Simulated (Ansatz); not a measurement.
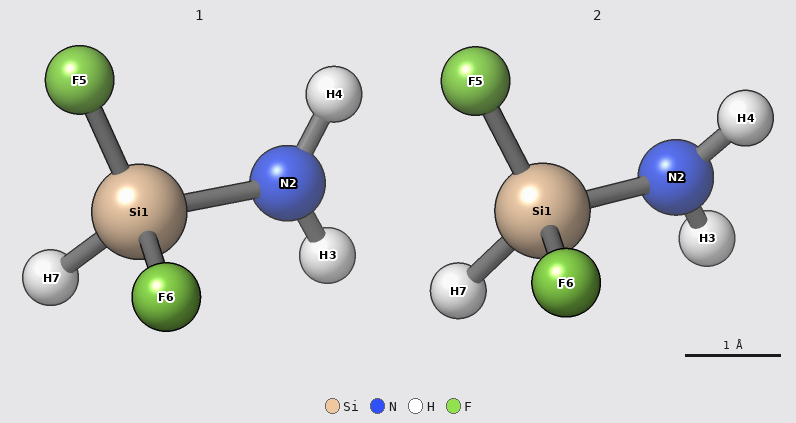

Two geometries of SiNH3F2, drawn at one scale. One is the start of a relaxation, the other its converged end. A ball-and-stick model, seen at a tilt.

Computed with RKS LDA/6-31G* in Ansatz 0.2.0. Settings: no spin polarisation; force threshold 0.02 eV/Å; at most 40 steps.

Question: Which one is relaxed?

Answer: Structure 2 is the relaxed one. The run prepares the start of a later molecular dynamics calculation, from a guessed geometry. After 8 accepted moves (10 points after the start) the energy has fallen by 8.72 kcal/mol. Largest force component: 3.5 eV/Å at the start, 0.017 eV/Å at the end. The line search rejected the trial steps at points 7, 9 of the run. H4 moves most after the best rigid fit: 0.36 Å. By element the largest moves are H 0.36 Å, F 0.17 Å, N 0.12 Å, Si 0.07 Å. Near-neighbour distances that change, for instance: Si1–N2 1.820 → 1.691 Å, N2–H3 1.060 → 1.021 Å, Si1–H7 1.459 → 1.489 Å, Si1–F5 1.590 → 1.596 Å. Bond angles that change, for instance: H3–N2–H4 120.0° → 112.9°, F5–Si1–F6 109.5° → 103.8°, N2–Si1–F6 109.5° → 114.7°. Groups turn about Si1–N2 by about 25°.
